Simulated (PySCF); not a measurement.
The calculation's input:

```
{"job": {"kind": "uv", "xc": "PBE0", "basis": "def2-SVPD", "nstates": 6, "ntriplets": 2}, "charge": -1, "multiplicity": 1}
C      1.460717     0.190836     0.166903
C      0.150730    -0.111971    -0.518558
C     -1.084053     0.654760    -0.084488
C     -0.998515    -0.864533     0.181976
O     -1.741118    -1.755955    -0.369375
H      1.873571     1.160569    -0.143624
H      1.317888     0.219594     1.247703
H      2.206473    -0.576436    -0.055118
H      0.245028    -0.260192    -1.591591
H     -0.967483     1.354418     0.738750
H     -1.739104     1.016322    -0.868095
H     -0.722935    -1.028097     1.269491
```

Launched as:

```sh
OMP_NUM_THREADS=1 python probes_run.py task.json out
```

Geometry: GFN2-xTB.

Theory: PBE0/def2-SVPD, SCF density, gas phase in PySCF.

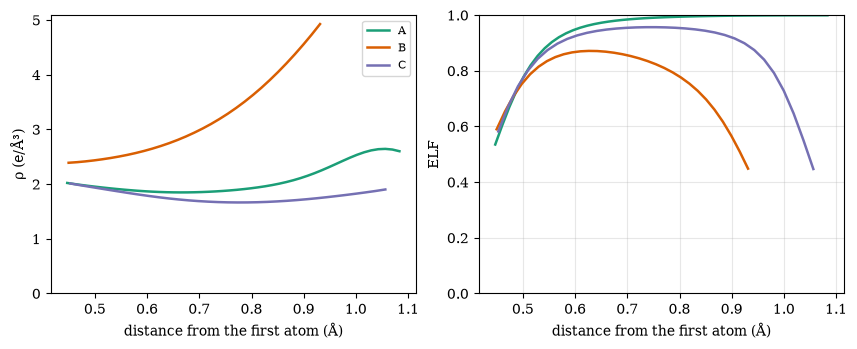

C4H7O (charge −1). Electron density and electron localisation function along straight lines between neighbouring atoms. The curves leave out the atomic cores.

### Which curve belongs to which contact (C–C, C–H and C–O)? The first atom named is at distance zero.

Curve A: C–H (1.08 Å): ρ at the midpoint is about 1.9 e/Å³; the ELF climbs to about 1 towards the hydrogen, as it does in any bond to H; a covalent bond by its length. Curve B: C–O (1.28 Å): ρ at the midpoint is about 2.7 e/Å³; the ELF peaks at about 0.85 between the atoms; a short, strongly polar bond. Curve C: C–C (1.51 Å): ρ is about 1.7 e/Å³ halfway; the ELF peaks at about 0.95 between the atoms, as expected for a shared electron pair.
